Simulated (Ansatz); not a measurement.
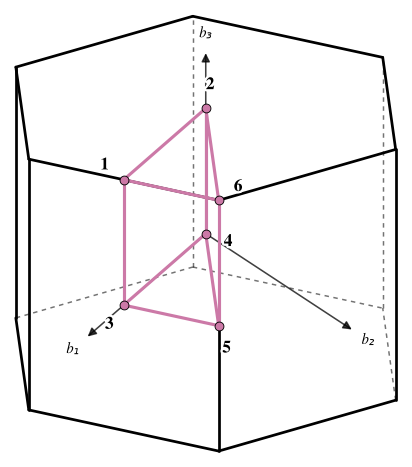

The first Brillouin zone of a primitive hexagonal lattice (hP; extended symbol hP2) is drawn with its special points numbered. Crystal: CuOF, the end point of a relaxation with DFT PBE, scalar-relativistic, plane waves, PAW (Ansatz 0.2.0); the starting structure was generated, so it need not be a known form of this composition. Symmetry computed with spglib at a tolerance of 0.002 Å; standard conventional cell.

a = 3.230 Å, b = 3.230 Å, c = 3.694 Å, α = 90.00°, β = 90.00°, γ = 120.00°.

Labels and path follow the convention of Hinuma et al. (2017), as computed by seekpath; the arrows show the directions of the reciprocal primitive vectors b₁, b₂, b₃, in which coordinates are given.

Question: Which special point is each number?

Answer:
| no. | label | coordinates |
| --- | --- | --- |
| 1 | L | (1/2, 0, 1/2) |
| 2 | A | (0, 0, 1/2) |
| 3 | M | (1/2, 0, 0) |
| 4 | Γ | (0, 0, 0) |
| 5 | K | (1/3, 1/3, 0) |
| 6 | H | (1/3, 1/3, 1/2) |
